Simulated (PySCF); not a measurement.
# C4H5BNO−: excited states, first hyperpolarisability

What do calculations give for the excited states, first hyperpolarisability of C4H5BNO− (`[O-]N1BC=CC=C1`)?

Computed with PySCF 2.14.0 and routines of our own; the level stands in each step. Atoms count from 0.

## 1. The starting structure

12 atoms, charge -1, multiplicity 1; geometry from: GFN2-xTB.

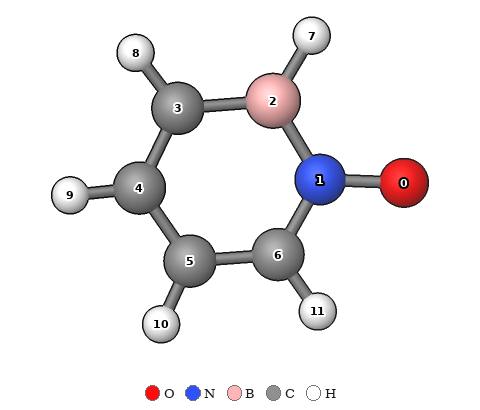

The starting geometry (oxygen red, nitrogen blue, boron pink, carbon grey, hydrogen white).

## 2. Relaxing the molecule at PBE0-D3(BJ)/def2-SVP

The job: settings as JSON, then the geometry in Å.

```
{"job": {"xc": "PBE0", "basis": "def2-SVP", "d3": "d3bj", "grid": 2, "kind": "geom"}, "charge": -1, "multiplicity": 1}
O      2.686078     0.260363    -0.018837
N      1.374784     0.184983    -0.011333
B      0.519683     1.339591    -0.014589
C     -0.951425     1.078749    -0.005127
C     -1.426619    -0.218399     0.007283
C     -0.526997    -1.278637     0.009852
C      0.833863    -1.043917     0.000451
H      1.020923     2.410559    -0.023895
H     -1.695182     1.877301    -0.007132
H     -2.495107    -0.436325     0.015377
H     -0.879290    -2.305274     0.019456
H      1.540487    -1.869678     0.002467
```

Started as:

```
OMP_NUM_THREADS=1 python excited_run.py task.json out
```

One launch serves the whole session: the jobs run in the order shown.

Log:

```text
step   0  E = -309.68340032  max force = 0.038329
step   1  E = -309.68609973  max force = 0.002215
step   2  E = -309.68611651  max force = 0.000646
step   3  E = -309.68611712  max force = 0.000468
step   4  E = -309.68611963  max force = 0.000151
optimisation converged
```

Run time: 29 s. Hardware: 1 thread of Arm Neoverse V1, shared host; peak memory 0.69 GiB.

Relaxation path:

```
step  energy from step 0 (eV)  largest force component (eV/Å)
   0                   0.0000                          1.9710
   1                  -0.0735                          0.1139
   2                  -0.0739                          0.0332
   3                  -0.0739                          0.0241
   4                  -0.0740                          0.0078
```

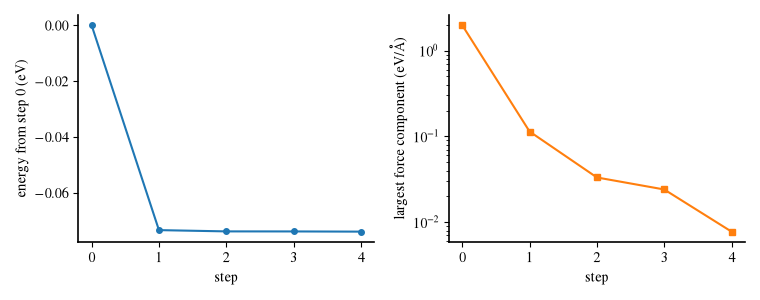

Energy and largest force along the relaxation.

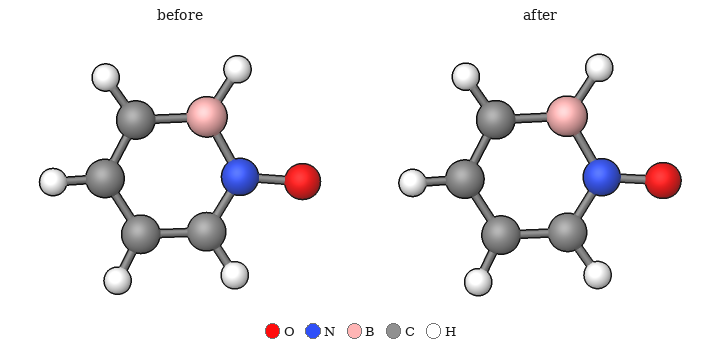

Before and after, at one scale.

Distances of close pairs at the start and the end, largest changes first:

```
  bond  before (Å)  after (Å)  change (Å)
 N1–B2       1.437      1.470      +0.033
 B2–H7       1.182      1.215      +0.033
 O0–N1       1.313      1.287      -0.026
 C3–C4       1.382      1.400      +0.019
 N1–C6       1.343      1.358      +0.016
 C5–C6       1.381      1.395      +0.014
C5–H10       1.085      1.094      +0.009
 C4–H9       1.091      1.099      +0.008
```

The next job starts from the end point, and lists it.

```
                         at the end point                value
  point group (found at 0.08 Å tolerance)                   Cs
rotational constants (GHz, main isotopes)  5.761, 2.650, 1.815
```

## 3. Excited states: TDA wB97X-D/def2-TZVPD

The job: settings as JSON, then the geometry in Å.

```
{"job": {"kind": "states", "xc": "wB97X-D", "basis": "def2-TZVPD", "tda": true, "soc": true, "nstates": 6, "ntriplets": 5, "nquad": 4}, "charge": -1, "multiplicity": 1}
O      3.062505     0.717430     0.377093
N      1.778921     0.618238     0.385806
B      0.886937     1.787003     0.383411
C     -0.585636     1.518885     0.394338
C     -1.060987     0.202085     0.406308
C     -0.152573    -0.859280     0.407988
C      1.221663    -0.620634     0.397851
H      1.419807     2.879249     0.372721
H     -1.327303     2.329002     0.393350
H     -2.136860    -0.021099     0.414459
H     -0.495108    -1.898710     0.417270
H      1.966024    -1.422792     0.398754
```

Level: TDA wB97X-D/def2-TZVPD excited states, vertical, gas phase, spin-orbit mean-field couplings.

Log:

```text
coarse grid: 10680 points
cycle   1  E = -310.1084537116  dE =  1.355e+00  |g| = 9.129e-01  |ddm| = 4.124e+00
cycle   2  E = -309.8436568898  dE =  2.648e-01  |g| = 1.524e+00  |ddm| = 2.061e+01
cycle   3  E = -310.2852983810  dE = -4.416e-01  |g| = 1.938e-01  |ddm| = 1.952e+01
cycle   4  E = -310.2931092909  dE = -7.811e-03  |g| = 8.244e-02  |ddm| = 5.024e-01
cycle   5  E = -310.2946371796  dE = -1.528e-03  |g| = 2.467e-02  |ddm| = 4.317e-01
cycle   6  E = -310.2947795721  dE = -1.424e-04  |g| = 8.790e-03  |ddm| = 1.045e-01
cycle   7  E = -310.2948012920  dE = -2.172e-05  |g| = 1.688e-03  |ddm| = 8.766e-02
cycle   8  E = -310.2948031984  dE = -1.906e-06  |g| = 1.081e-03  |ddm| = 2.832e-02
final grid: 105104 points
cycle   9  E = -310.2773509643  dE = -1.679e-04  |g| = 6.000e-03  |ddm| = 5.967e-01
cycle  10  E = -310.2773519802  dE = -1.016e-06  |g| = 6.068e-03  |ddm| = 7.998e-02
cycle  11  E = -310.2773589533  dE = -6.973e-06  |g| = 1.054e-03  |ddm| = 7.526e-03
cycle  12  E = -310.2773591613  dE = -2.080e-07  |g| = 5.589e-04  |ddm| = 6.766e-03
cycle  13  E = -310.2773592363  dE = -7.506e-08  |g| = 1.074e-04  |ddm| = 2.686e-03
cycle  14  E = -310.2773592429  dE = -6.516e-09  |g| = 9.113e-05  |ddm| = 8.743e-04
cycle  15  E = -310.2773592464  dE = -3.534e-09  |g| = 2.330e-05  |ddm| = 5.651e-04
cycle  16  E = -310.2773592469  dE = -5.529e-10  |g| = 1.417e-05  |ddm| = 2.580e-04
converged SCF energy = -310.2773592469

Singlet excitations
state   eV       nm        f     d(h-e)  d(exc)  Lambda  PR(NTO)  |dmu|/D   mu/D   main configurations
  1   3.6850   336.5   0.00000   0.862   4.680   0.192   1.029    2.843    6.238   H->L 0.88
  2   4.1997   295.2   0.24664   0.402   3.141   0.693   1.307    1.161    5.337   H->L+3 0.79
  3   4.2580   291.2   0.00701   1.536   4.438   0.219   1.744    4.228    0.678   H->L+1 0.63, H-1->L+3 0.28
  4   4.2840   289.4   0.00082   1.705   3.752   0.278   1.770    4.117    0.980   H-1->L+3 0.65, H->L+1 0.28
  5   4.3738   283.5   0.00662   0.635   4.623   0.176   1.184                     H->L+2 0.69, H->L+4 0.12
  6   4.4700   277.4   0.03540   0.944   3.244   0.622   1.268                     H->L+6 0.80, H-2->L+3 0.10

Triplet excitations (Tamm-Dancoff)
state   eV     d(h-e)  d(exc)  Lambda  PR(NTO)   main configurations
  1   2.5514   0.834   2.940   0.716   1.020   H->L+3 0.93
  2   3.5989   0.614   2.950   0.608   1.034   H->L+6 0.89
  3   3.6799   0.833   4.698   0.191   1.030   H->L 0.88
  4   4.0615   0.295   2.739   0.722   1.076   H-2->L+3 0.83, H-2->L+6 0.09
  5   4.0701   1.811   3.039   0.322   1.007   H-1->L+3 0.92
S1 - T1 = 1.1336 eV

Spin-orbit couplings |<S|Hso|T>| (cm-1)
             T1       T2       T3       T4       T5
S0        0.033    0.106    5.810    0.101   39.053
S1        1.212    3.098    0.056    0.350    0.021
S2        0.012    0.024    3.969    0.061   42.071
S3       22.610    1.758    1.378    6.117    0.391
S4       36.714    1.741    0.541    9.373    0.139
S5        8.003    1.585    2.769    1.809    0.417
S6        0.028    0.007    0.978    0.010    9.066
T1 sublevels (cm-1): 0.000 0.000 0.021   radiative rates (1/s): 0.0313 1.9e-06 0.479
```

Run time: 59 s. Hardware: 1 thread of Arm Neoverse V1, shared host; peak memory 1.1 GiB.

Key values:

```
  quantity    value
S1 less T1  1.13 eV
```

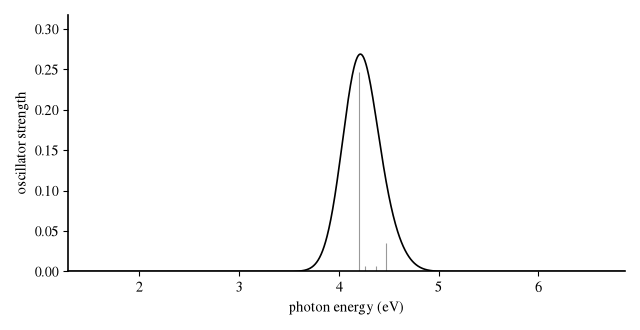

Absorption lines of the singlets. Lines are broadened to a width of 0.40 eV (Gaussian).

## 4. Excited states: TDDFT CAM-B3LYP/def2-TZVPD

Settings changed since step 3:

```diff
@@ -1,2 +1,2 @@
-{"job": {"kind": "states", "xc": "wB97X-D", "basis": "def2-TZVPD", "tda": true, "soc": true, "nstates": 6, "ntriplets": 5, "nquad": 4}, "charge": -1, "multiplicity": 1}
+{"job": {"kind": "states", "xc": "CAM-B3LYP", "basis": "def2-TZVPD", "tpa": true, "nstates": 8, "nquad": 6, "ntriplets": 0}, "charge": -1, "multiplicity": 1}
 O      3.062505     0.717430     0.377093
```

Level: TDDFT CAM-B3LYP/def2-TZVPD excited states, vertical, gas phase, two-photon moments by quadratic response.

Log:

```text
coarse grid: 10680 points
cycle   1  E = -310.0622024570  dE =  1.293e+00  |g| = 9.113e-01  |ddm| = 4.089e+00
cycle   2  E = -309.6273941210  dE =  4.348e-01  |g| = 1.739e+00  |ddm| = 4.360e+01
cycle   3  E = -310.2280196701  dE = -6.006e-01  |g| = 2.654e-01  |ddm| = 4.285e+01
cycle   4  E = -310.2423767492  dE = -1.436e-02  |g| = 1.166e-01  |ddm| = 4.429e-01
cycle   5  E = -310.2453205636  dE = -2.944e-03  |g| = 3.468e-02  |ddm| = 4.770e-01
cycle   6  E = -310.2456011703  dE = -2.806e-04  |g| = 9.387e-03  |ddm| = 9.140e-02
cycle   7  E = -310.2456232925  dE = -2.212e-05  |g| = 2.044e-03  |ddm| = 7.685e-02
cycle   8  E = -310.2456249403  dE = -1.648e-06  |g| = 1.190e-03  |ddm| = 2.499e-02
final grid: 105104 points
cycle   9  E = -310.2391728959  dE = -3.606e-05  |g| = 4.287e-03  |ddm| = 2.532e-01
cycle  10  E = -310.2391714871  dE =  1.409e-06  |g| = 5.097e-03  |ddm| = 2.233e-02
cycle  11  E = -310.2391770969  dE = -5.610e-06  |g| = 9.002e-04  |ddm| = 6.269e-03
cycle  12  E = -310.2391772226  dE = -1.257e-07  |g| = 3.092e-04  |ddm| = 1.292e-03
cycle  13  E = -310.2391772414  dE = -1.880e-08  |g| = 1.016e-04  |ddm| = 1.331e-03
cycle  14  E = -310.2391772437  dE = -2.293e-09  |g| = 3.260e-05  |ddm| = 2.236e-04
cycle  15  E = -310.2391772440  dE = -3.323e-10  |g| = 9.399e-06  |ddm| = 1.926e-04
converged SCF energy = -310.2391772440

Singlet excitations
state   eV       nm        f     d(h-e)  d(exc)  Lambda  PR(NTO)  |dmu|/D   mu/D   delta(TPA)   sigma/GM   main configurations
  1   3.4952   354.7   0.00028   1.211   4.757   0.215   1.020    3.060    3.165      186.89      0.836   H->L 0.92
  2   3.9223   316.1   0.19164   0.420   3.153   0.689   1.295    0.470    4.764       17.19      0.097   H->L+3 0.90
  3   3.9974   310.2   0.00650   1.245   4.981   0.186   1.021    3.149    1.584      165.01      0.966   H->L+1 0.95
  4   4.1213   300.8   0.00437   1.035   4.729   0.184   1.087    2.813    2.762      144.87      0.901   H->L+2 0.79
  5   4.2734   290.1   0.00002   1.804   3.114   0.316   1.017    4.026    2.180        2.51      0.017   H-1->L+3 0.93
  6   4.3708   283.7   0.02817   0.905   3.233   0.619   1.301    1.910    4.616       83.96      0.588   H->L+6 0.86, H-2->L+3 0.08
  7   4.6807   264.9   0.01265   0.973   5.015   0.204   1.072                                            H->L+4 0.81, H->L+2 0.10
  8   4.8503   255.6   0.00664   0.313   4.201   0.141   1.042                                            H-1->L 0.58, H-1->L+2 0.23, H-1->L+4 0.11
```

Wall time 74 s (1 thread of Arm Neoverse V1, shared host); peak memory 1.2 GiB.

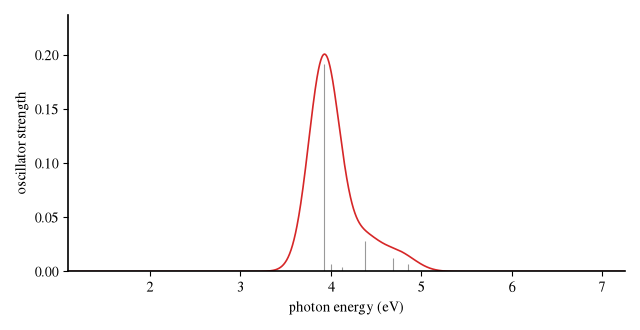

Absorption lines of the singlets. Lines are broadened to a width of 0.40 eV (Gaussian).

## 5. First hyperpolarisability: quadratic response CAM-B3LYP/def2-TZVPD

Settings changed since step 4:

```diff
@@ -1,2 +1,2 @@
-{"job": {"kind": "states", "xc": "CAM-B3LYP", "basis": "def2-TZVPD", "tpa": true, "nstates": 8, "nquad": 6, "ntriplets": 0}, "charge": -1, "multiplicity": 1}
+{"job": {"kind": "beta", "xc": "CAM-B3LYP", "basis": "def2-TZVPD"}, "charge": -1, "multiplicity": 1}
 O      3.062505     0.717430     0.377093
```

Level: quadratic response CAM-B3LYP/def2-TZVPD first hyperpolarisability, Taylor convention, gas phase.

Log:

```text
coarse grid: 10680 points
cycle   1  E = -310.0622024570  dE =  1.293e+00  |g| = 9.113e-01  |ddm| = 4.089e+00
cycle   2  E = -309.6273941210  dE =  4.348e-01  |g| = 1.739e+00  |ddm| = 4.360e+01
cycle   3  E = -310.2280196701  dE = -6.006e-01  |g| = 2.654e-01  |ddm| = 4.285e+01
cycle   4  E = -310.2423767492  dE = -1.436e-02  |g| = 1.166e-01  |ddm| = 4.429e-01
cycle   5  E = -310.2453205636  dE = -2.944e-03  |g| = 3.468e-02  |ddm| = 4.770e-01
cycle   6  E = -310.2456011703  dE = -2.806e-04  |g| = 9.387e-03  |ddm| = 9.140e-02
cycle   7  E = -310.2456232925  dE = -2.212e-05  |g| = 2.044e-03  |ddm| = 7.685e-02
cycle   8  E = -310.2456249403  dE = -1.648e-06  |g| = 1.190e-03  |ddm| = 2.499e-02
final grid: 105104 points
cycle   9  E = -310.2391728959  dE = -3.606e-05  |g| = 4.287e-03  |ddm| = 2.532e-01
cycle  10  E = -310.2391714871  dE =  1.409e-06  |g| = 5.097e-03  |ddm| = 2.233e-02
cycle  11  E = -310.2391770969  dE = -5.610e-06  |g| = 9.002e-04  |ddm| = 6.269e-03
cycle  12  E = -310.2391772226  dE = -1.257e-07  |g| = 3.092e-04  |ddm| = 1.292e-03
cycle  13  E = -310.2391772414  dE = -1.880e-08  |g| = 1.016e-04  |ddm| = 1.331e-03
cycle  14  E = -310.2391772437  dE = -2.293e-09  |g| = 3.260e-05  |ddm| = 2.236e-04
cycle  15  E = -310.2391772440  dE = -3.323e-10  |g| = 9.399e-06  |ddm| = 1.926e-04
converged SCF energy = -310.2391772440

Lowest singlets (eV, f): 3.4952 0.0003  3.9223 0.1916  3.9974 0.0065

First hyperpolarisability (au)
process     nm      |vector|   parallel      HRS      DR
static         -      323.57    -143.64     140.66    4.31
shg       1907.0      347.00    -154.53     152.22   4.165
eope      1907.0      331.00    -147.06          -       -
shg       1064.0      414.68    -188.31     187.42   3.675
eope      1064.0      348.77    -155.36          -       -
```

Wall time 61 s (1 thread of Arm Neoverse V1, shared host); peak memory 1.1 GiB.

## 6. Excited states: TDA wB97X-D/def2-TZVPD in dimethylsulfoxide

Settings changed since step 5:

```diff
@@ -1,2 +1,2 @@
-{"job": {"kind": "beta", "xc": "CAM-B3LYP", "basis": "def2-TZVPD"}, "charge": -1, "multiplicity": 1}
+{"job": {"kind": "states", "xc": "wB97X-D", "basis": "def2-TZVPD", "tda": true, "soc": true, "nstates": 6, "ntriplets": 5, "nquad": 4, "solvent": "dimethylsulfoxide"}, "charge": -1, "multiplicity": 1}
 O      3.062505     0.717430     0.377093
```

Method: TDA wB97X-D/def2-TZVPD excited states, vertical, IEF-PCM dimethylsulfoxide (non-equilibrium response), spin-orbit mean-field couplings.

Log:

```text
coarse grid: 10680 points
cycle   1  E = -310.2225712970  dE =  1.241e+00  |g| = 8.833e-01  |ddm| = 4.124e+00
cycle   2  E = -310.1119376436  dE =  1.106e-01  |g| = 1.243e+00  |ddm| = 2.251e+00
cycle   3  E = -310.3826885355  dE = -2.708e-01  |g| = 1.178e-01  |ddm| = 1.470e+00
cycle   4  E = -310.3855122541  dE = -2.824e-03  |g| = 5.186e-02  |ddm| = 3.822e-01
cycle   5  E = -310.3861198781  dE = -6.076e-04  |g| = 1.631e-02  |ddm| = 1.683e-01
cycle   6  E = -310.3861804614  dE = -6.058e-05  |g| = 5.980e-03  |ddm| = 6.293e-02
cycle   7  E = -310.3861901037  dE = -9.642e-06  |g| = 1.286e-03  |ddm| = 3.306e-02
final grid: 105104 points
cycle   8  E = -310.3687565271  dE = -1.700e-04  |g| = 7.197e-03  |ddm| = 6.802e-01
cycle   9  E = -310.3687571000  dE = -5.728e-07  |g| = 7.452e-03  |ddm| = 8.597e-02
cycle  10  E = -310.3687672944  dE = -1.019e-05  |g| = 9.951e-04  |ddm| = 8.442e-03
cycle  11  E = -310.3687675272  dE = -2.328e-07  |g| = 4.785e-04  |ddm| = 7.036e-03
cycle  12  E = -310.3687675994  dE = -7.217e-08  |g| = 9.881e-05  |ddm| = 2.667e-03
cycle  13  E = -310.3687676089  dE = -9.463e-09  |g| = 7.955e-05  |ddm| = 8.955e-04
cycle  14  E = -310.3687676121  dE = -3.223e-09  |g| = 2.604e-05  |ddm| = 4.124e-04
cycle  15  E = -310.3687676126  dE = -5.203e-10  |g| = 1.215e-05  |ddm| = 1.862e-04
converged SCF energy = -310.3687676126

Singlet excitations
state   eV       nm        f     d(h-e)  d(exc)  Lambda  PR(NTO)  |dmu|/D   mu/D   main configurations
  1   4.2899   289.0   0.29365   0.468   3.017   0.701   1.257    0.313    6.880   H->L 0.84
  2   4.6503   266.6   0.00015   0.557   4.090   0.243   1.038    4.007   11.162   H->L+1 0.84
  3   4.7404   261.5   0.03456   0.888   3.135   0.636   1.318    2.367    6.967   H->L+2 0.79, H-1->L 0.14
  4   4.8370   256.3   0.00024   1.796   3.063   0.325   1.006    5.208    3.230   H-2->L 0.96
  5   5.3931   229.9   0.01822   0.227   4.229   0.246   1.293                     H->L+3 0.74, H-1->L+1 0.10
  6   5.6538   219.3   0.02251   0.484   4.465   0.209   1.068                     H->L+4 0.82

Triplet excitations (Tamm-Dancoff)
state   eV     d(h-e)  d(exc)  Lambda  PR(NTO)   main configurations
  1   2.8981   0.779   2.896   0.712   1.020   H->L 0.95
  2   3.8062   0.182   2.777   0.640   1.291   H->L+2 0.71, H-1->L 0.14, H-1->L+2 0.10
  3   4.0513   0.096   2.783   0.725   1.518   H-1->L 0.73, H->L+2 0.19
  4   4.6589   0.286   3.928   0.258   1.503   H->L+1 0.67, H-2->L 0.18
  5   4.6712   1.332   3.279   0.308   1.461   H-2->L 0.77, H->L+1 0.16
S1 - T1 = 1.3918 eV

Spin-orbit couplings |<S|Hso|T>| (cm-1)
             T1       T2       T3       T4       T5
S0        0.030    0.063    0.123   13.974   32.760
S1        0.003    0.021    0.040   18.324   35.546
S2        1.429    1.573    0.726    0.113    0.217
S3        0.030    0.009    0.008    5.363   11.270
S4       40.970    1.841   14.021    0.113    0.197
S5        0.444    0.012    0.773    2.334    0.610
S6        4.863    0.211    0.801    0.381    0.189
T1 sublevels (cm-1): 0.000 0.000 0.011   radiative rates (1/s): 0.169 5.05e-05 0.276
```

It took 60 s on 1 thread of Arm Neoverse V1, shared host; peak memory 1.1 GiB.

In short:

```
  quantity    value
S1 less T1  1.39 eV
```

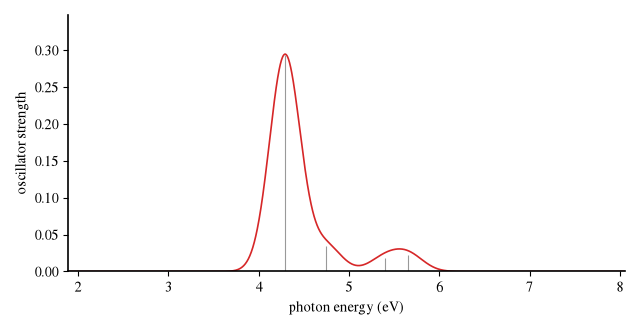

Absorption lines of the singlets. Lines are broadened to a width of 0.40 eV (Gaussian).

## 7. Outcome

| quantity | value |
| --- | --- |
| point group | Cs |
| rotational constants (main isotopes) | 5.76, 2.65, 1.81 GHz |
| S1 less T1 (step 3, TDA wB97X-D/def2-TZVPD) | 1.13 eV |
| β vector (step 5, quadratic response CAM-B3LYP/def2-TZVPD) | static 324, SHG 1907.0 nm 347, SHG 1064.0 nm 415 au |
| S1 less T1 (step 6, TDA wB97X-D/def2-TZVPD in dimethylsulfoxide) | 1.39 eV |

**Reading.** The optimisation took 4 steps and gained 0.074 eV; among the close pairs (by a distance rule), N1–B2 changed most, from 1.437 to 1.470 Å. No frequency check was run at this level, so the end point may be a saddle. For an anion in the gas phase, states above the energy of detachment are held by the basis alone, so excitations and responses hang on it. In step 3, the number of triplets below S1 is 3, and the largest singlet-triplet spin-orbit coupling is S2–T5, 42.07 cm⁻¹. β grows from 324 au (static) to 415 au for doubling at 1064.0 nm: normal dispersion, which grows as twice the photon energy moves toward the bright states. In step 6, the number of triplets below S1 is 3, and the largest singlet-triplet spin-orbit coupling is S4–T1, 40.97 cm⁻¹. The orbital labels of the leading configurations differ from run to run, so check that S1 and T1 are the same states before comparing rows.
